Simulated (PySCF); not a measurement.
# C$_{4}$H$_{11}$GeNSi$_{2}$ (SMILES [SiH3][N]([SiH3])[GeH]1[CH]=CC=[CH]1): what the fields show

```xyz
19

Si   -0.9370    1.7564    0.8681
N    -1.1431    0.1225    0.2671
Si   -2.6353   -0.7484    0.5234
Ge    0.3553   -0.6944   -0.4597
C     1.6107    0.6331   -1.1323
C     2.7312    0.5224   -0.3938
C     2.7588   -0.4902    0.6914
C     1.6663   -1.2556    0.8694
H     0.2789    1.8688    1.7303
H    -0.8136    2.7498   -0.2434
H    -2.1450    2.0971    1.6824
H    -3.8098    0.1169    0.1953
H    -2.7998   -1.2188    1.9363
H    -2.6386   -1.9499   -0.3667
H    -0.1265   -1.7753   -1.4396
H     1.5057    1.3447   -1.9529
H     3.6169    1.1463   -0.5589
H     3.6588   -0.5776    1.3106
H     1.5940   -2.0174    1.6476
```

Geometry: PBE0-D3(BJ)/def2-SVP.

Computed with wB97X-D/def2-SVPD, SCF density, gas phase (PySCF).

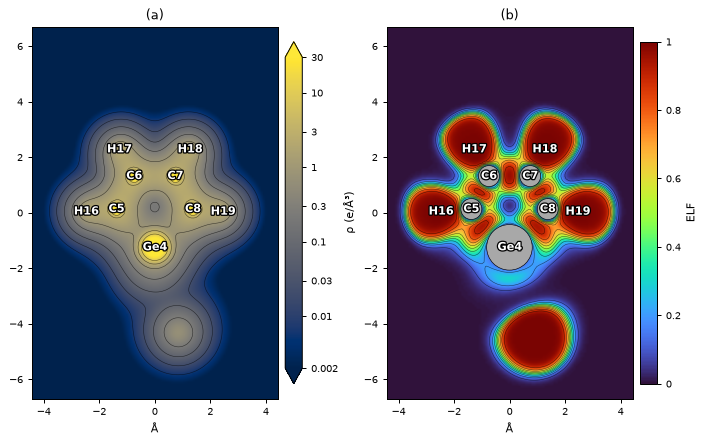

Figure 1. (a) electron density; (b) ELF on the plane of atoms C8, C7 and H18. Grey discs cover the atomic cores in the ELF map.

### Interpret the plot.

- Atoms in the plane: Ge, C and H.
- C–C (1.35 Å): the density is about 2.2 e/Å³ at the midpoint; the ELF peaks at about 0.90 between the atoms: localised, covalent bonding.
- C–Ge (1.95 Å): the density is about 0.89 e/Å³ at the midpoint; the ELF peaks at about 0.95 in the valence shell of C, 0.7 Å from its nucleus, and is about 0.70 at the midpoint.
- C–H (1.09 Å): ρ is about 1.9 e/Å³ halfway; the ELF climbs to about 1 towards the hydrogen, as it does in any bond to H: a covalent bond by its length.
- C–C (1.48 Å): the density is about 1.8 e/Å³ at the midpoint; the ELF peaks at about 0.95 between the atoms: a covalent bond.

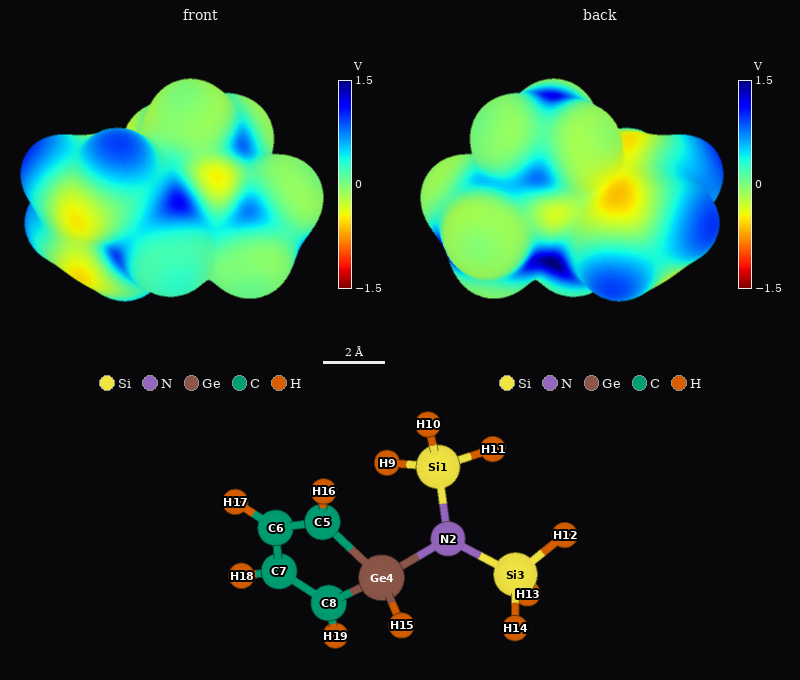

Figure 2. The electrostatic potential painted on the density surface at 0.002 e/bohr³, seen from the front and from behind; the colour scale runs from red (negative) to blue (positive). The bare structure is drawn below in the same view.

### Which sites attract a positive test charge, and which a negative one?

A positive charge is drawn to the negative regions and a negative charge to the positive ones. The most negative region (about −0.6 V) lies over the π face of C7 and C8, the most positive (about +1.3 V) over Si3 and Ge4.
